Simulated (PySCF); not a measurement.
# P3: relaxation and vibrations of the quartet

Where does quartet P3 go from a linear chain start, is the end point a minimum, and what are its modes, charges and moments?

Method: PBE0, basis P def2-TZVP, no relativity, density fitting; program: PySCF 2.14.0.

## (1) Starting geometry

3 atoms, charge 0, spin multiplicity 4.

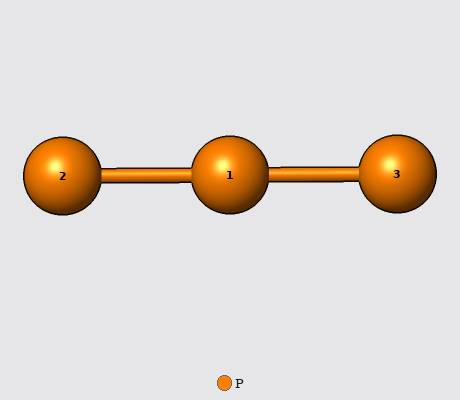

As it starts; phosphorus orange; atoms are numbered from 1 in the order of the file.

Coordinates in bohr (charge 0 multiplicity 4):
```
P     0.0000    0.0000    0.0000
P     0.0000    0.0000    3.9854
P     0.0000    0.0000   -3.9854
```

## (2) The SCF at the typed geometry

One driver script runs all steps and calls PySCF; scf.py shows how it sets up the SCF of each step. The optimiser is the driver's own. After this first run the driver tries any further starts and a stability analysis.

File scf.py:

```python
from pyscf import gto, scf, dft
mol = gto.M(atom='''
P      0.000000     0.000000     0.000000
P      0.000000     0.000000     2.109000
P      0.000000     0.000000    -2.109000''',
    basis={'P': 'def2-TZVP'},
    charge=0, spin=3)
mf = dft.UKS(mol, xc='PBE0')
mf.grids.atom_grid = (50, 194)
aux = {'P': 'def2-universal-JKFIT'}
mf = mf.density_fit(auxbasis=aux)
mf.conv_tol = 1e-08
mf.diis_space = 10
mf.max_cycle = 60
mf.init_guess = 'minao'
mf.verbose = 4
mf.kernel()
```

Started as:

```
$ OMP_NUM_THREADS=4 python axn.py task.json out
```

Output:

```text
init E= -1023.66232818633
[... the frontier-level lines of each cycle are left out ...]
cycle= 1 E= -1023.54205752792  delta_E= 0.12  |g|= 0.16  |ddm|= 1.41
cycle= 2 E= -1023.53752959209  delta_E= 0.00453  |g|= 0.172  |ddm|= 0.306
cycle= 3 E= -1023.5537557223  delta_E= -0.0162  |g|= 0.0813  |ddm|= 0.223
cycle= 4 E= -1023.55861252319  delta_E= -0.00486  |g|= 0.0127  |ddm|= 0.0817
cycle= 5 E= -1023.55938890929  delta_E= -0.000776  |g|= 0.00516  |ddm|= 0.0484
cycle= 6 E= -1023.55953880091  delta_E= -0.00015  |g|= 0.0021  |ddm|= 0.0249
cycle= 7 E= -1023.55955232602  delta_E= -1.35e-05  |g|= 0.000548  |ddm|= 0.00781
cycle= 8 E= -1023.55955310423  delta_E= -7.78e-07  |g|= 0.000116  |ddm|= 0.0019
cycle= 9 E= -1023.55955313575  delta_E= -3.15e-08  |g|= 2.54e-05  |ddm|= 0.000387
cycle= 10 E= -1023.55955313712  delta_E= -1.36e-09  |g|= 5.06e-06  |ddm|= 8.28e-05
Extra cycle  E= -1023.55955313713  delta_E= -1.57e-11  |g|= 5.25e-06  |ddm|= 1.26e-05
converged SCF energy = -1023.55955313713  <S^2> = 3.8715256  2S+1 = 4.0603082
```

This step, with its further starts and checks, needed 10 s of wall time on 4 threads of Arm Neoverse V1, shared host.

Energies from each starting density:

| start | energy (Eh) |
| --- | --- |
| the minimal-basis guess | -1023.559553 |
| a thermally smeared density | -1023.559553 |
| a smeared PBE density | -1023.559553 |

No lower solution of this spin turned up from the other starts or in the test of internal stability.

## (3) Linear chain start, quartet: relaxation

The program finds D∞h symmetry in the start, which this walk keeps. Threshold on the gradient: 0.0003 Eh/bohr, with a further test on the energy change.

scf.py, as its differences from that of step 2:

```diff
@@ -15 +14,0 @@
-mf.init_guess = 'minao'
```

The optimiser's trace:

| step | energy (Eh) | change (kJ/mol) | largest symmetric gradient (Eh/bohr) |
| --- | --- | --- | --- |
| 0 | -1023.559553 | 0.00 | 0.02541 |
| 1 | -1023.563286 | -9.80 | 0.00285 |
| 2 | -1023.563323 | -9.90 | 0.00058 |
| 3 | -1023.563324 | -9.90 | 0.00001 |

The walk took 5.4 s.

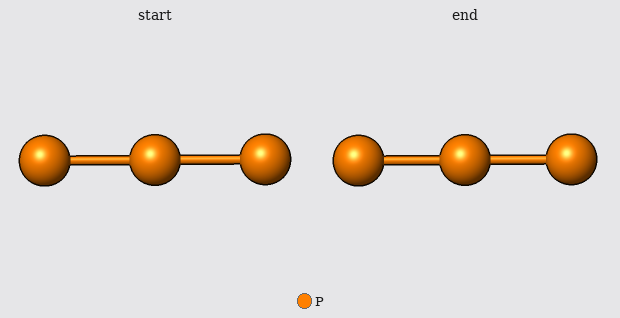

Start and end of the relaxation.

End point (D∞h, 3 steps, 9.9 kJ/mol gained): P–P 2.035 Å (×2); P–P–P 180.0°.

## (4) Is it a minimum? Harmonic modes

The point is checked on the finer grid, and tightened if its gradient asks for it. The Hessian and the dipole derivatives come from central differences of analytic gradients, with steps of 0.02 bohr.

scf.py, as its differences from that of step 3:

```diff
@@ -3,3 +3,3 @@
-P      0.000000     0.000000     0.000000
-P      0.000000     0.000000     2.109000
-P      0.000000     0.000000    -2.109000''',
+P      0.000000     0.000000    -0.000000
+P     -0.000000     0.000000     2.035142
+P      0.000000     0.000000    -2.035142''',
@@ -9 +9 @@
-mf.grids.atom_grid = (50, 194)
+mf.grids.atom_grid = (75, 302)
@@ -12 +12 @@
-mf.conv_tol = 1e-08
+mf.conv_tol = 1e-10
```

This SCF starts from the last density.

Log of the central SCF (cycles and frontier levels):

```text
init E= -1023.56333999915
[... the frontier-level lines of each cycle are left out ...]
cycle= 1 E= -1023.56333999902  delta_E= 1.32e-10  |g|= 1.48e-05  |ddm|= 2.1e-05
cycle= 2 E= -1023.56333999826  delta_E= 7.57e-10  |g|= 3.39e-05  |ddm|= 4.68e-05
cycle= 3 E= -1023.56333999918  delta_E= -9.17e-10  |g|= 3.96e-06  |ddm|= 3.37e-05
cycle= 4 E= -1023.56333999919  delta_E= -1.3e-11  |g|= 2.34e-07  |ddm|= 3.85e-06
Extra cycle  E= -1023.56333999919  delta_E=    0  |g|= 1.64e-07  |ddm|= 1.21e-06
converged SCF energy = -1023.56333999919  <S^2> = 3.8383  2S+1 = 4.043909
```

The whole step took 1.7 min.

Geometry: D∞h; P–P 2.035 Å (×2); P–P–P 180.0°.

Modes, for the most abundant isotopes:

```
ω (cm⁻¹)  IR (km/mol)  μ (u)
    552i          2.1  30.97
    550i          2.1  30.97
     431          0.0  30.97
     570          176  30.97
```

With 2 modes imaginary (up to 552i cm⁻¹) this point is a saddle.

Here the density breaks the symmetry of the frame, and no labels are given; pairs that should be degenerate can split.

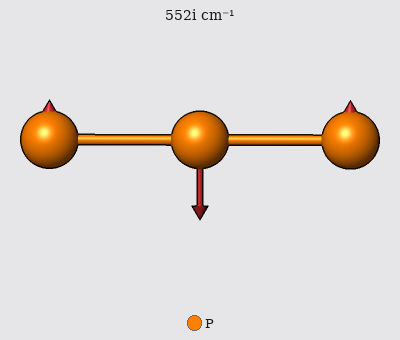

The imaginary mode, as arrows.

Constants and moments:

| Item | Value |
| --- | --- |
| Dipole moment | 0.00 D |
| Highest occupied level | -4.48 eV |
| Lowest empty level | -4.32 eV |
| Rotational constants | 0.0657 cm⁻¹ |
| Zero-point energy (real modes) | 6.0 kJ/mol |
| Principal polarisabilities | 43.2, 44.1, 152.3 bohr³ |
| Atomisation energy without zero-point energy | 415 kJ/mol |
| Principal traceless quadrupole moments about the centre of mass | -4.14, 0.32, 3.82 D Å |
| Spin squared ⟨S²⟩ | 3.838 |

Charges (e) and bond orders:

```
atom  Mulliken  Löwdin  polar tensor  spin (Mulliken)  Mayer order to P1
  P1     -0.04   -0.08         -0.78             0.07                  –
P2,3      0.02    0.04          0.39             1.47               1.69
```

Mulliken populations on P1: s 5.46, p 9.43, d 0.14, f 0.02.

## (5) Downhill along the imaginary mode

The start is the last point, displaced along its most imaginary mode.

The program finds C2v symmetry in the start, which this walk keeps. Threshold on the gradient: 0.0003 Eh/bohr, with a further test on the energy change.

scf.py, as its differences from that of step 4:

```diff
@@ -3,3 +3,3 @@
-P      0.000000     0.000000    -0.000000
-P     -0.000000     0.000000     2.035142
-P      0.000000     0.000000    -2.035142''',
+P     -0.085144     0.084561    -0.000000
+P      0.042572    -0.042281     2.035142
+P      0.042572    -0.042281    -2.035142''',
@@ -9 +9 @@
-mf.grids.atom_grid = (75, 302)
+mf.grids.atom_grid = (50, 194)
@@ -12 +12 @@
-mf.conv_tol = 1e-10
+mf.conv_tol = 1e-08
```

Energy and gradient, step by step:

| step | energy (Eh) | change (kJ/mol) | largest symmetric gradient (Eh/bohr) |
| --- | --- | --- | --- |
| 0 | -1023.572305 | 0.00 | 0.02709 |
| 1 | -1023.594170 | -57.41 | 0.01998 |
| 2 | -1023.610554 | -100.42 | 0.02994 |
| 3 | -1023.617743 | -119.30 | 0.02529 |
| 4 | -1023.624702 | -137.57 | 0.00421 |
| 5 | -1023.625156 | -138.76 | 0.00287 |
| 6 | -1023.625219 | -138.93 | 0.00035 |
| 7 | -1023.625220 | -138.93 | 0.00002 |

The walk took 14 s.

Geometry (Å) and forces (eV/Å) at some steps:

```
step 0
P   -0.085   0.085   0.000  -1.393   1.383   0.000
P    0.043  -0.042   2.035   0.697  -0.692  -0.050
P    0.043  -0.042  -2.035   0.697  -0.692   0.050
step 1
P   -0.235   0.234   0.000  -1.028   1.021  -0.001
P    0.118  -0.117   2.010   0.514  -0.510  -0.707
P    0.118  -0.117  -2.010   0.514  -0.510   0.708
step 4
P   -0.538   0.535   0.000  -0.216   0.215  -0.001
P    0.269  -0.267   1.704   0.108  -0.108  -0.049
P    0.269  -0.267  -1.704   0.108  -0.108   0.050
step 7
P   -0.574   0.570   0.000   0.001   0.000   0.000
P    0.287  -0.285   1.660   0.000   0.000  -0.001
P    0.287  -0.285  -1.660   0.000   0.000   0.001
```

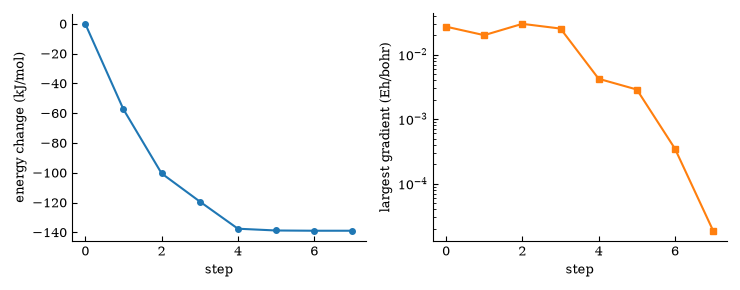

Energy and largest gradient along the walk.

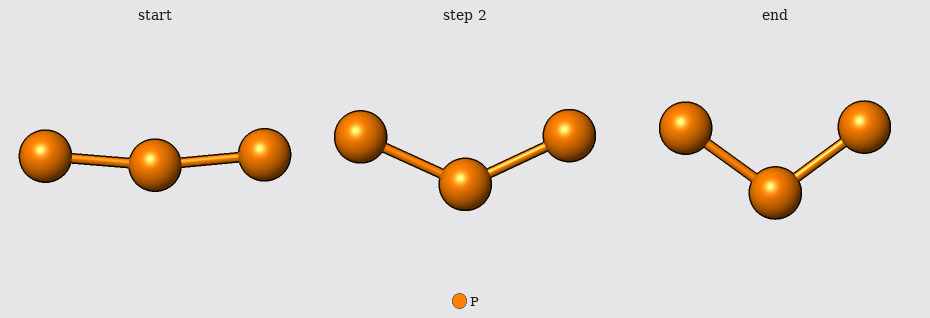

Start and end of the relaxation, with a step between.

After 7 steps and 138.9 kJ/mol it ends at C2v: P–P 2.056 Å (×2); P–P–P 107.7°.

## (6) Vibrations and properties at this point

The same treatment as at the point before.

scf.py, as its differences from that of step 5:

```diff
@@ -3,3 +3,3 @@
-P     -0.085144     0.084561    -0.000000
-P      0.042572    -0.042281     2.035142
-P      0.042572    -0.042281    -2.035142''',
+P     -0.573670     0.569745    -0.000000
+P      0.286835    -0.284872     1.659863
+P      0.286835    -0.284872    -1.659863''',
@@ -9 +9 @@
-mf.grids.atom_grid = (50, 194)
+mf.grids.atom_grid = (75, 302)
@@ -12 +12 @@
-mf.conv_tol = 1e-08
+mf.conv_tol = 1e-10
```

Log of the central SCF (cycles and frontier levels):

```text
init E= -1023.62519588116
[... the frontier-level lines of each cycle are left out ...]
cycle= 1 E= -1023.62519588109  delta_E= 6.57e-11  |g|= 9.93e-06  |ddm|= 1.65e-05
Extra cycle  E= -1023.62519588086  delta_E= 2.36e-10  |g|= 1.96e-05  |ddm|= 3.24e-05
converged SCF energy = -1023.62519588086  <S^2> = 3.8507118  2S+1 = 4.0500429
```

The whole step needed 26 s of wall time on 4 threads of Arm Neoverse V1, shared host.

Geometry: C2v; P–P 2.056 Å (×2); P–P–P 107.7°.

Modes, for the most abundant isotopes:

| symmetry | ω (cm⁻¹) | IR (km/mol) | μ (u) | type |
| --- | --- | --- | --- | --- |
| a1 | 179 | 0.7 | 30.97 | bend |
| b2 | 444 | 7.0 | 30.97 | stretch |
| a1 | 524 | 0.4 | 30.97 | stretch |

Every mode is real; the point is a minimum.

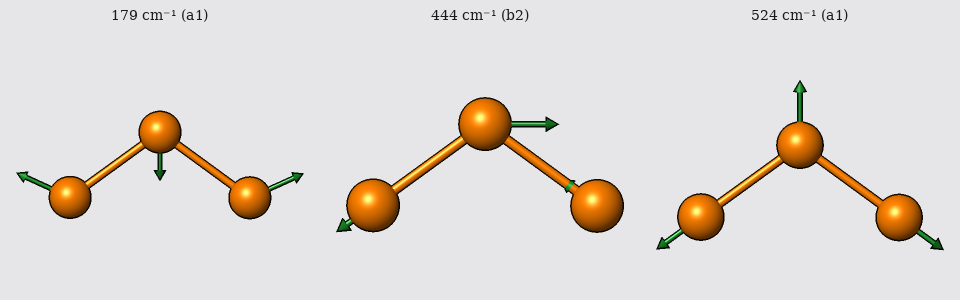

How the atoms move in 3 of the modes.

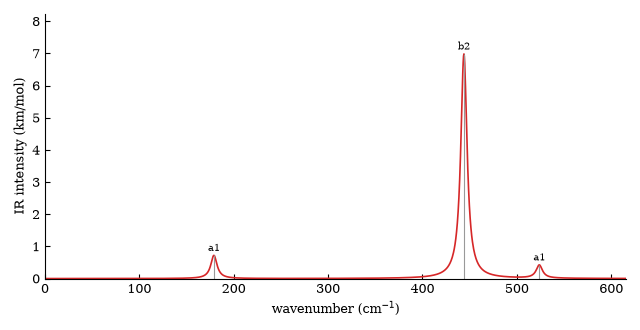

The harmonic infrared spectrum (widths in cm⁻¹). Lines are broadened to a width of 8 cm⁻¹ (Lorentzian).

Properties at this point:

```
Dipole moment                                                   : 0.19 D
Highest occupied level                                          : -6.70 eV
Lowest empty level                                              : -3.73 eV
Rotational constants                                            : 0.555, 0.09877, 0.08385 cm⁻¹
Zero-point energy                                               : 6.9 kJ/mol
Principal polarisabilities                                      : 42.3, 60.7, 114.8 bohr³
Atomisation energy without zero-point energy                    : 577 kJ/mol
Principal traceless quadrupole moments about the centre of mass : -0.55, -0.44, 0.99 D Å
Entropy at 298.15 K and 1 bar (electronic part: spin only)      : 293.0 J/(mol K)
Heat capacity Cp at 298.15 K                                    : 51.8 J/(mol K)
Enthalpy at 298.15 K above 0 K                                  : 12.73 kJ/mol
Rotational symmetry number                                      : 2
Spin squared ⟨S²⟩                                               : 3.851
```

Charges (e) and bond orders:

```tsv
atom	Mulliken	Löwdin	polar tensor	spin (Mulliken)	Mayer order to P1
P1	-0.01	-0.08	-0.13	-0.23	–
P2,3	0.00	0.04	0.06	1.62	1.60
```

Mulliken populations on P1: s 5.73, p 9.07, d 0.20, f 0.01.

## (7) All stationary points

| spin | group | bonds | imaginary modes (cm⁻¹) | ΔE (kJ/mol) | with zero-point energy |
| --- | --- | --- | --- | --- | --- |
| quartet | C2v | P–P 2.056 Å (×2) | none | 0.0 | 0.0 |
| quartet | D∞h (density of lower symmetry) | P–P 2.035 Å (×2) | 552i, 550i | 162.4 | – |

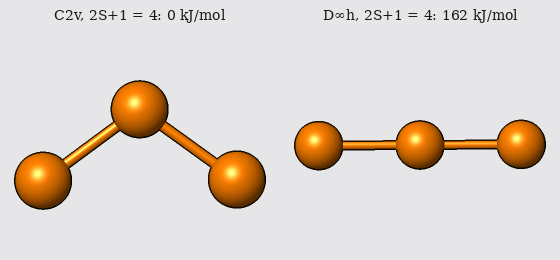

The points, lowest first (phosphorus orange).

## (8) Summary of results

```
                                          quantity                           value
                                           minimum                    quartet, C2v
                                          geometry  P–P 2.056 Å (×2); P–P–P 107.7°
                                wavenumbers (cm⁻¹)    179 (a1), 444 (b2), 524 (a1)
                                     dipole moment                          0.19 D
highest occupied, lowest empty level (either spin)                 -6.70, -3.73 eV
                         polar-tensor charge of P1                         -0.13 e
                                 zero-point energy                      6.9 kJ/mol
                               entropy at 298.15 K                 293.0 J/(mol K)
         atomisation energy (no zero-point energy)                      577 kJ/mol
                                              ⟨S²⟩                           3.851
```

**Reading.** From D∞h at the start the molecule goes to a C2v minimum, after a stop at a second-order saddle point 162.4 kJ/mol higher, from which it was pushed off along an imaginary mode. The strongest infrared band lies at 444 cm⁻¹ (b2, stretch). Other starts or spin states, not run here, may lie lower.

The search up to here took 2.6 min.
